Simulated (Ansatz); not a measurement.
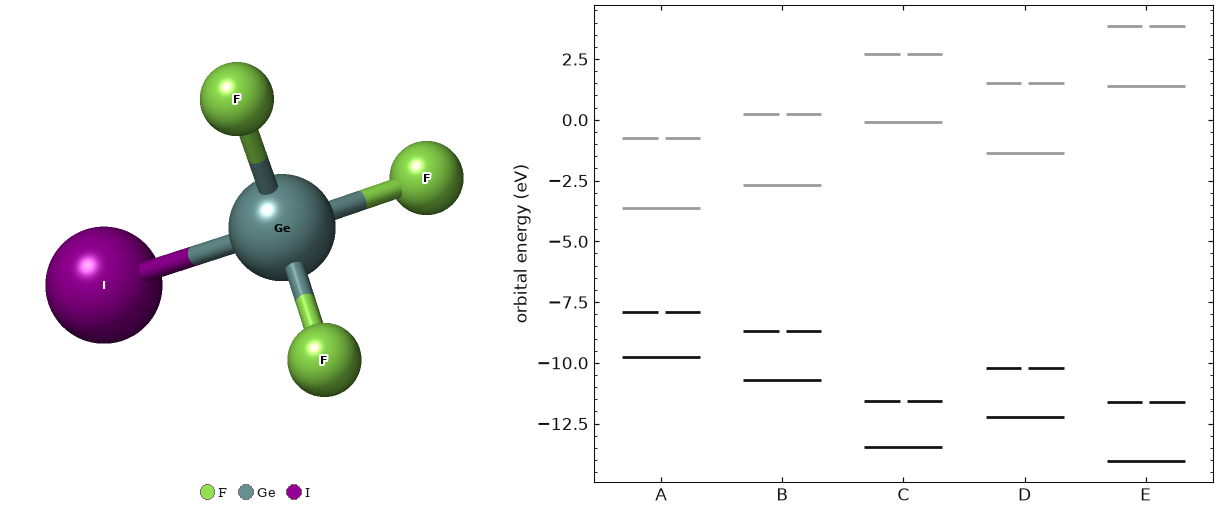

Frontier orbital energies of GeIF₃, SMILES [F][Ge]([F])([F])[I], singlet at one geometry, def2-TZVPP, the Ansatz code, at a PBE0-D4/def2-TZVP geometry (a minimum by its frequencies). Empty levels are grey, levels within 0.1 eV stand side by side; all columns show the same few orbitals around the gap.

The columns come from B3LYP, CAM-B3LYP, HF, LC-wPBE and LDA (SPW92). Which is which?

A: LDA (SPW92) (HOMO −7.91, LUMO −3.64, separation 4.27 eV)
B: B3LYP (HOMO −8.68, LUMO −2.68, separation 6.01 eV)
C: LC-wPBE (HOMO −11.59, LUMO −0.09, separation 11.50 eV)
D: CAM-B3LYP (HOMO −10.23, LUMO −1.37, separation 8.87 eV)
E: HF (HOMO −11.61, LUMO 1.41, separation 13.02 eV)

Caveats, for all or some of the runs: core potentials past krypton; empty levels above zero depend strongly on the basis; no scalar relativity up to krypton; spin-orbit coupling is left out, and with I it can shift these levels and split any degenerate set.
